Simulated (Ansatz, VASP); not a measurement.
# Cross-check of MnS between VASP and Ansatz

One calculation is typed for both programs; each brings its own data sets and cutoff. How far apart do they land? The start cell is built, not measured: As first built, before any earlier steps moved the atoms: it takes the MnSe structure with some of its atoms replaced by other elements, volume scaled by an estimate. The cell comes out of earlier VASP steps on this material, which relaxed, scaled or displaced it; both programs get it as it stands.

Calculated with Ansatz 0.2.0; plane waves, with VASP 6.6.1 beside it; relaxation of cell and atoms at r2SCAN, DFT+U.

### Step 1. The starting structure

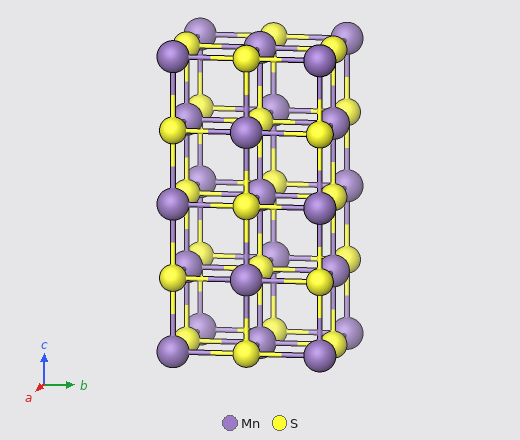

Start, viewed slightly off an axis; manganese light purple, sulfur yellow. 1×1×2 cells are drawn. This picture shows the conventional cell, with its axes. Some periodic images of atoms are drawn too.

As a file:

```xyz
2
Lattice="0.0000 2.6249 2.6249 2.6249 0.0000 2.6249 2.6249 2.6249 0.0000" Properties=species:S:1:pos:R:3 pbc="T T T"
Mn    0.0000    0.0000    0.0000
S     2.6249    2.6249    2.6249
```

### Step 2. VASP: relaxation of cell and atoms, r2SCAN, DFT+U

The relaxed volume is the usual yardstick between codes: its relative difference is about their pressure difference at one cell divided by the bulk modulus.

Lines of VASP's logs that name or quote its potential files are left out, and so is its time.

INCAR reads:

```
SYSTEM = MnS
PREC = Accurate
ENCUT = 400
EDIFF = 1E-06
NELM = 100
ISMEAR = 0
SIGMA = 0.05
LREAL = .FALSE.
ALGO = Normal
METAGGA = R2SCAN
LASPH = .TRUE.
ISPIN = 2
MAGMOM = 4 0
LDAU = .TRUE.
LDAUTYPE = 2
LDAUL = 2 -1
LDAUU = 2 0
LDAUJ = 0 0
LDAUPRINT = 1
LMAXMIX = 4
LORBIT = 11
LWAVE = .FALSE.
LCHARG = .FALSE.
IBRION = 2
NSW = 60
ISIF = 3
EDIFFG = -0.01
```

POSCAR reads:

```
MnS
1.0
    0.0000000000      2.6248614302      2.6248614302
    2.6248614302      0.0000000000      2.6248614302
    2.6248614302      2.6248614302      0.0000000000
Mn S
1 1
Direct
    0.0000000000      0.0000000000      0.0000000000
    0.5000000000      0.5000000000      0.5000000000
```

KPOINTS reads:

```
Automatic mesh
0
Gamma
7 7 7
0 0 0
```

PAW data sets: Mn_pv and S (PBE family, release 64).

Started as:

```
> mpirun -np 1 vasp_std
```

Numbers of over 12 decimals in the logs are rounded to 6 here.

The log of the run:

```text
[banner, memory and clock lines left out]
running    1 mpi-ranks, on    1 nodes
 distrk:  each k-point on    1 cores,    1 groups
 distr:  one band on    1 cores,    1 groups

 POSCAR found type information on POSCAR MnS
 POSCAR found :  2 types and       2 ions
|                                                                             |
|               ----> ADVICE to this user running VASP <----                  |
|                                                                             |
|     You enforced a specific xc type in the INCAR file but a different       |
|     [... a line on the potential file left out ...]
|     I HOPE YOU KNOW WHAT YOU ARE DOING!                                     |
|                                                                             |

 LDA part: xc-table for (None), standard interpolation
 POSCAR, INCAR and KPOINTS ok, starting setup
 FFT: planning ... GRIDC
 FFT: planning ... GRID_SOFT
 FFT: planning ... GRID
 WAVECAR not read
 entering main loop
       N       E                     dE             d eps       ncg     rms          rms(c)
DAV:   1     0.110281545071E+03    0.11028E+03   -0.96052E+03  1288   0.110E+03
DAV:   2    -0.222239352046E+02   -0.13251E+03   -0.12611E+03  1347   0.310E+02
DAV:   3    -0.276038242536E+02   -0.53799E+01   -0.53594E+01  1424   0.710E+01
DAV:   4    -0.276709711443E+02   -0.67147E-01   -0.67133E-01  1515   0.815E+00
DAV:   5    -0.276723632665E+02   -0.13921E-02   -0.13921E-02  1455   0.117E+00    0.116E+01
DAV:   6    -0.240783049373E+02    0.35941E+01   -0.13187E+01  1235   0.454E+01    0.142E+01
DAV:   7    -0.243656790360E+02   -0.28737E+00   -0.10515E+00  1207   0.976E+00    0.826E+00
DAV:   8    -0.243717362477E+02   -0.60572E-02   -0.12847E-01  1404   0.497E+00    0.468E+00
DAV:   9    -0.243833344025E+02   -0.11598E-01   -0.61991E-02  1271   0.342E+00    0.719E-01
DAV:  10    -0.243856202880E+02   -0.22859E-02   -0.18567E-02  1355   0.191E+00    0.284E-01
DAV:  11    -0.243860472735E+02   -0.42699E-03   -0.11868E-03  1313   0.358E-01    0.142E-01
DAV:  12    -0.243860655535E+02   -0.18280E-04   -0.10250E-04  1465   0.112E-01    0.713E-02
DAV:  13    -0.243860818678E+02   -0.16314E-04   -0.55689E-05  1384   0.819E-02    0.486E-02
DAV:  14    -0.243860873385E+02   -0.54707E-05   -0.11118E-05  1437   0.434E-02    0.167E-02
DAV:  15    -0.243860895308E+02   -0.21923E-05   -0.45574E-06  1305   0.236E-02    0.530E-03
DAV:  16    -0.243860894506E+02    0.80174E-07   -0.20729E-07   670   0.470E-03
   1 F= -.24386089E+02 E0= -.24386089E+02  d E =-.243861E+02  mag=     5.0000
 curvature:   0.00 expect dE= 0.000E+00 dE for cont linesearch  0.000E+00
 trial: gam= 0.00000 g(F)=  0.759E-60 g(S)=  0.181E-04 ort = 0.000E+00 (trialstep = 0.100E+01)
 search vector abs. value=  0.181E-04
 reached required accuracy - stopping structural energy minimisation
```

OUTCAR, selected parts (step 2):

```text
ion  position               nearest neighbor table
   1  0.000  0.000  0.000-   2 2.62   2 2.62   2 2.62   2 2.62   2 2.62   2 2.62
   2  0.500  0.500  0.500-   1 2.62   1 2.62   1 2.62   1 2.62   1 2.62   1 2.62

  LATTYP: Found a face centered cubic cell.
 ALAT       =     5.2497228604

 Subroutine GETGRP returns: Found 48 space group operations
 (whereof 48 operations were pure point group operations)

The static configuration has the point symmetry O_h .

 Found     20 irreducible k-points:

   k-points           NKPTS =     20   k-points in BZ     NKDIM =     20   number of bands    NBANDS=     15

   dimension x,y,z NGX =    24 NGY =   24 NGZ =   24
   dimension x,y,z NGXF=    48 NGYF=   48 NGZF=   48

   ENCUT  =  400.0 eV  29.40 Ry    5.42 a.u.   6.05  6.05  6.05*2*pi/ulx,y,z

   NELECT =      19.0000    total number of electrons

 k-points in reciprocal lattice and weights: Automatic mesh
   0.00000000  0.00000000  0.00000000       0.003
   0.14285714  0.00000000  0.00000000       0.023
   0.28571429  0.00000000  0.00000000       0.023
   0.42857143  0.00000000  0.00000000       0.023
   0.14285714  0.14285714  0.00000000       0.017
   0.28571429  0.14285714  0.00000000       0.070
   0.42857143  0.14285714  0.00000000       0.070
  -0.42857143  0.14285714  0.00000000       0.070
  -0.28571429  0.14285714  0.00000000       0.070
[...]
-0.42857143  0.42857143  0.14285714       0.070
  -0.28571429  0.42857143  0.14285714       0.070

atom =   1  type =  1  l = 2

 onsite density matrix

spin component  1

  0.9333 -0.0000 -0.0000  0.0000  0.0000
 -0.0000  0.9333  0.0000 -0.0000 -0.0000
 -0.0000  0.0000  0.9539  0.0000  0.0000
  0.0000 -0.0000  0.0000  0.9333 -0.0000
  0.0000 -0.0000  0.0000 -0.0000  0.9539

spin component  2

  0.0139  0.0000  0.0000  0.0000  0.0000
  0.0000  0.0139  0.0000 -0.0000  0.0000
  0.0000  0.0000  0.0745  0.0000  0.0000
  0.0000 -0.0000  0.0000  0.0139  0.0000
  0.0000  0.0000  0.0000  0.0000  0.0745

 occupancies and eigenvectors

  o =  0.0139  v =  0.0000  0.0000  0.0000  0.0000  0.0000 -0.0012  0.9674  0.0000 -0.2533  0.0000      0.0000  0.0000  0.0000  0.0000  0.0000  0.0000  0.0000  0.0000  0.0000  0.0000
  o =  0.0139  v =  0.0000  0.0000  0.0000  0.0000  0.0000  0.0088 -0.2533  0.0000 -0.9674  0.0000      0.0000  0.0000  0.0000  0.0000  0.0000  0.0000  0.0000  0.0000  0.0000  0.0000
  o =  0.0139  v =  0.0000  0.0000  0.0000  0.0000  0.0000  1.0000  0.0034 -0.0000  0.0082 -0.0000      0.0000  0.0000  0.0000  0.0000  0.0000  0.0000  0.0000  0.0000  0.0000  0.0000
  o =  0.0745  v =  0.0000  0.0000  0.0000  0.0000  0.0000 -0.0000  0.0000 -1.0000 -0.0000  0.0066      0.0000  0.0000  0.0000  0.0000  0.0000  0.0000  0.0000  0.0000  0.0000  0.0000
  o =  0.0745  v =  0.0000  0.0000  0.0000  0.0000  0.0000  0.0000 -0.0000  0.0066  0.0000  1.0000      0.0000  0.0000  0.0000  0.0000  0.0000  0.0000  0.0000  0.0000  0.0000  0.0000
  o =  0.9333  v =  1.0000  0.0000  0.0000  0.0000  0.0000  0.0000  0.0000  0.0000  0.0000  0.0000      0.0000  0.0000  0.0000  0.0000  0.0000  0.0000  0.0000  0.0000  0.0000  0.0000
  o =  0.9333  v =  0.0000 -0.0319 -0.0000 -0.9995 -0.0000  0.0000  0.0000  0.0000  0.0000  0.0000      0.0000  0.0000  0.0000  0.0000  0.0000  0.0000  0.0000  0.0000  0.0000  0.0000
  o =  0.9333  v =  0.0000  0.9995 -0.0000 -0.0319  0.0000  0.0000  0.0000  0.0000  0.0000  0.0000      0.0000  0.0000  0.0000  0.0000  0.0000  0.0000  0.0000  0.0000  0.0000  0.0000
  o =  0.9539  v =  0.0000 -0.0000 -0.0117 -0.0000  0.9999  0.0000  0.0000  0.0000  0.0000  0.0000      0.0000  0.0000  0.0000  0.0000  0.0000  0.0000  0.0000  0.0000  0.0000  0.0000
  o =  0.9539  v =  0.0000  0.0000  0.9999 -0.0000  0.0117  0.0000  0.0000  0.0000  0.0000  0.0000      0.0000  0.0000  0.0000  0.0000  0.0000  0.0000  0.0000  0.0000  0.0000  0.0000

 average (electrostatic) potential at core
       1 -74.1574       2 -88.0093

 E-fermi :   6.2522

 spin component 1
 k-point     1 :       0.0000    0.0000    0.0000
  band No.  band energies     occupation
    ...
      8       1.5349      1.00000
      9       1.5349      1.00000
     10       4.4518      1.00000
     11       4.4518      1.00000
     12       4.4518      1.00000
     13       8.3552      0.00000
     14      15.0440      0.00000
     15      15.0440      0.00000

 k-point     2 :       0.1429    0.0000    0.0000
  band No.  band energies     occupation
    ...
      8       1.5960      1.00000
      9       1.5960      1.00000
     10       3.4472      1.00000
     11       4.7946      1.00000
     12       4.7946      1.00000
     13       9.4682      0.00000
     14      13.8472      0.00000
     15      14.8564      0.00000

 k-point     3 :       0.2857    0.0000    0.0000
  band No.  band energies     occupation
    ...
      8       1.7576      1.00000
      9       1.7576      1.00000
     10       2.5986      1.00000
     11       5.4595      1.00000
     12       5.4595      1.00000
     13      10.1554      0.00000
     14      13.3357      0.00000
     15      13.3358      0.00000

 k-point     4 :       0.4286    0.0000    0.0000
  band No.  band energies     occupation
    ...
      8       1.8929      1.00000
      9       1.8929      1.00000
     10       2.4864      1.00000
     11       5.9653      1.00000
     12       5.9653      1.00000
     13       9.6324      0.00000
     14      12.2033      0.00000
     15      12.2034      0.00000

 k-point     5 :       0.1429    0.1429    0.0000
  band No.  band energies     occupation
    ...
      8       1.5116      1.00000
      9       1.5707      1.00000
     10       4.1023      1.00000
     11       4.2914      1.00000
     12       4.2914      1.00000
     13       9.9709      0.00000
     14      13.7130      0.00000
     15      14.1097      0.00000

 k-point     6 :       0.2857    0.1429    0.0000
  band No.  band energies     occupation
    ...
      8       1.6214      1.00000
      9       1.7653      1.00000
     10       2.9648      1.00000
     11       4.4566      1.00000
     12       5.0165      1.00000
     13      10.8452      0.00000
     14      12.3313      0.00000
     15      13.2758      0.00000

  Total        0.0158043      0.0158043      0.0158043     -0.0000000     -0.0000000     -0.0000000
  in kB        0.7000631      0.7000631      0.7000631     -0.0000000     -0.0000000     -0.0000000
  external PRESSURE =       0.7000631 kB  Pullay stress =       0.0000000 kB

  energy-cutoff  :      400.00
  volume of cell :       36.17
      direct lattice vectors                 reciprocal lattice vectors
     0.000000000  2.624861430  2.624861430    -0.190486246  0.190486246  0.190486246
     2.624861430  0.000000000  2.624861430     0.190486246 -0.190486246  0.190486246
     2.624861430  2.624861430  0.000000000     0.190486246  0.190486246 -0.190486246

 POSITION                                       TOTAL-FORCE (eV/Angst)
 -----------------------------------------------------------------------------------
      0.00000      0.00000      0.00000        -0.000000     -0.000000     -0.000000
      2.62486      2.62486      2.62486         0.000000      0.000000      0.000000
 -----------------------------------------------------------------------------------
    total drift:                                0.000000     -0.000000     -0.000000

  FREE ENERGIE OF THE ION-ELECTRON SYSTEM (eV)
  ---------------------------------------------------
  free  energy   TOTEN  =       -24.3860894506 eV

  energy  without entropy=      -24.3860894506  energy(sigma->0) =      -24.38608945

 reached required accuracy - stopping structural energy minimisation

 total charge
# of ion       s       p       d       tot
------------------------------------------
    1        0.215   6.156   4.882  11.252
    2        1.308   2.487   0.000   3.796
--------------------------------------------------
tot          1.523   8.643   4.882  15.048

 magnetization (x)
# of ion       s       p       d       tot
------------------------------------------
    1        0.049   0.035   4.508   4.593
    2        0.025   0.074   0.000   0.099
--------------------------------------------------
tot          0.073   0.109   4.508   4.691

[... 6 further parts left out ...]
```

CONTCAR:

```
MnS
   1.00000000000000
     0.0000000000000000    2.6248614302000002    2.6248614302000002
     2.6248614302000002    0.0000000000000000    2.6248614302000002
     2.6248614302000002    2.6248614302000002    0.0000000000000000
  Mn              S
     1     1
Direct
     0.0000000000000000    0.0000000000000000    0.0000000000000000
     0.5000000000000000    0.5000000000000000    0.5000000000000000
```

[end of part 1 of 2]

[Lines on the potential files, build, host, timing and source positions are cut from VASP's logs without a mark.]

[Logs are printed without paths, hosts, clocks, repeated set-up lines and the standing remarks that a program may print on its own settings, such as how far it seeks lower states.]

[Hosts, paths, dates, database ids (printed as entryN), source tags and the programs' standing remarks are cut or masked in the printed files.]
